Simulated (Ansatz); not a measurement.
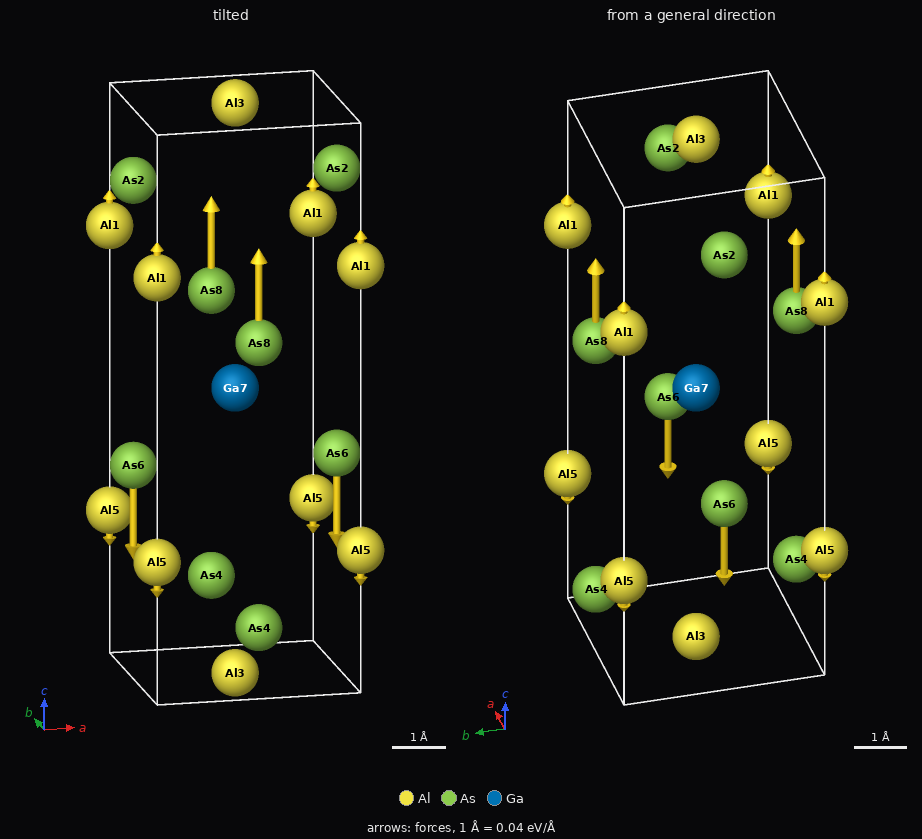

View slightly off an axis and from a general direction, drawn as a spheres-only model. The frame is the simulation cell; atoms at its boundary are shown with their periodic copies. The arrows are the computed forces on the atoms.

System: Al3GaAs4. All computed values are from Ansatz, DFT, PBE with spin-orbit coupling, plane waves, PAW. Settings: plane waves to 420 eV, k-grid 6×6×2, no moments seeded, so the run stays non-magnetic, spinor wavefunctions.

Question: Are the forces small enough to call this converged?

Answer: No. The atoms still feel forces of up to about 0.058 eV/Å, above a usual threshold of 0.01 to 0.03 eV/Å.

Question: Which atom has the biggest force on it?

Answer: As6 and As8, about 0.058 eV/Å.

It derives from a structure type filled with these elements by a generator (whether the compound takes this form wasn't checked). Earlier steps of the study, as a rule a relaxation of our own, may have changed the cell and positions, so they can lie some per cent off the listed ones. An electronic-structure calculation with Ansatz was run on it.
